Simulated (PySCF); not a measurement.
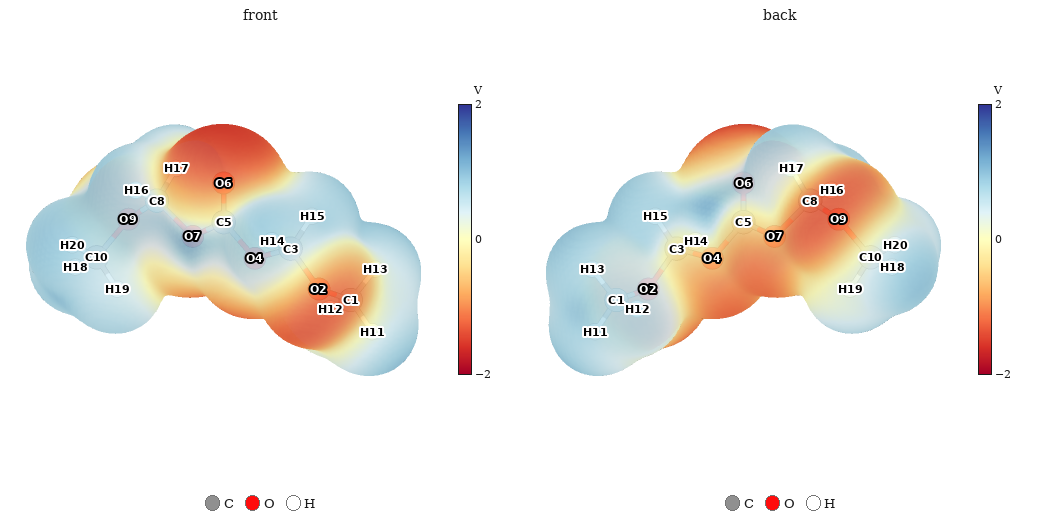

Figure. C5H10O5. The molecular electrostatic potential painted on the density surface at 0.002 e/bohr³, seen from the front and from behind; the colour scale runs from red (negative) to blue (positive).

Geometry: GFN2-xTB.

These are results of PySCF, PBE0/pcSseg-1, SCF density, gas phase, non-relativistic, not measurements.

```xyz
20

C    -3.7028    0.9851   -0.0718
O    -2.9293    1.3251    1.0680
C    -1.9876    0.3951    1.4023
O    -0.9482    0.3739    0.4071
C     0.0568   -0.4624    0.6421
O     0.1486   -1.1905    1.5897
O     0.9437   -0.3613   -0.3418
C     2.0878   -1.2285   -0.2410
O     2.8952   -1.0592   -1.3285
C     3.5587    0.1941   -1.3737
H    -4.4326    1.7823   -0.1885
H    -3.0772    0.9211   -0.9648
H    -4.2168    0.0302    0.0827
H    -1.5548    0.6896    2.3648
H    -2.4018   -0.6258    1.4810
H     2.5985   -1.0060    0.7127
H     1.7472   -2.2699   -0.2391
H     4.1952    0.1651   -2.2546
H     2.8425    1.0142   -1.4600
H     4.1719    0.3387   -0.4775
```

Q: Where is the surface potential most negative and most positive?

A: The most negative region (about −1.5 V) lies over O6, the most positive (about +1.0 V) over the π face of C5. O6 is the likeliest acceptor of a hydrogen bond.

Q: What dipole moment does the calculation give?

A: Its dipole moment is 0.82 D.
